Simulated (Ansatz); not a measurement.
AlH$_{3}$O$_{2}$···PH$_{3}$

Input file:

```
crystal:
  periodic: [false, false, false]
  atoms:
    - { symbol: Al, position_ang: [0.067417, -0.383887, 0.160979] }
    - { symbol: H, position_ang: [-0.269671, -0.412145, 1.68969] }
    - { symbol: O, position_ang: [1.700401, -0.460207, -0.319213] }
    - { symbol: H, position_ang: [1.912059, -0.434521, -1.257547] }
    - { symbol: O, position_ang: [-1.129795, -0.2945, -1.05636] }
    - { symbol: H, position_ang: [-2.063732, -0.330164, -0.828258] }
    - { symbol: P, position_ang: [0.053115, 2.838345, 1.473905] }
    - { symbol: H, position_ang: [1.463535, 2.680976, 1.54345] }
    - { symbol: H, position_ang: [0.011132, 2.645852, 0.063145] }
    - { symbol: H, position_ang: [-0.18936, 1.461051, 1.757008] }
basis:
  gaussian: { orbitals: "6-31G*" }
hamiltonian:
  xc: pbe0
  dispersion: d4
relax:
  f_tol: 0.03
  max_steps: 50
output:
  orbitals: {}
```

Command:

```sh
ansatz run input.yaml --threads 1 --pin off --max-ram 2048MiB --backend cpu --events-out ev --progress --plain --runs-dir out
```

The fields are those of the run's last geometry, not of the input's.

Method: RKS PBE0-D4/6-31G* (Ansatz 0.2.0).

What will maps of the electron density and electron localisation function show?

Answer. Al–O (1.71 Å): ρ is about 0.84 e/Å³ halfway; the ELF peaks at about 0.90 in the valence shell of O, 0.7 Å from its nucleus, and is about 0.45 at the midpoint.
O–H (0.96 Å): the density is about 3.6 e/Å³ at the midpoint; the ELF climbs to about 1 towards the hydrogen, as it does in any bond to H; an ordinary covalent bond to hydrogen.
Al–H (1.58 Å): ρ is about 0.53 e/Å³ halfway; the ELF climbs to about 1 towards the hydrogen.

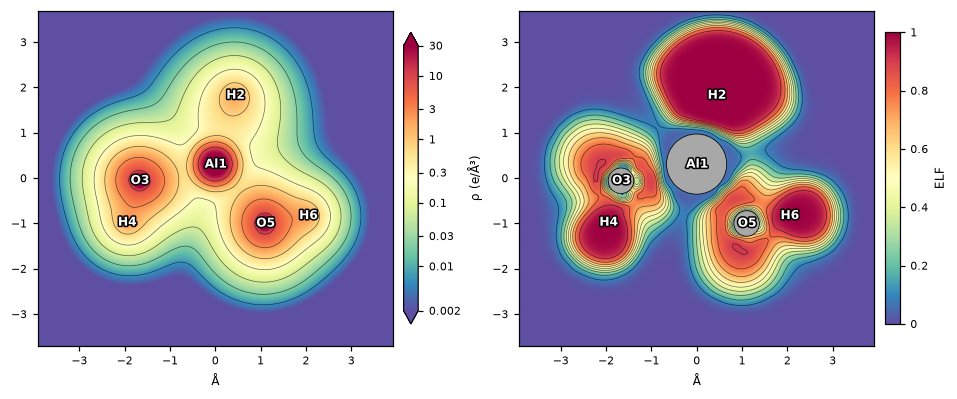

Computed electron density and electron localisation function on the plane of atoms O3, Al1 and O5, in this order. Grey discs cover the atomic cores in the ELF map. 
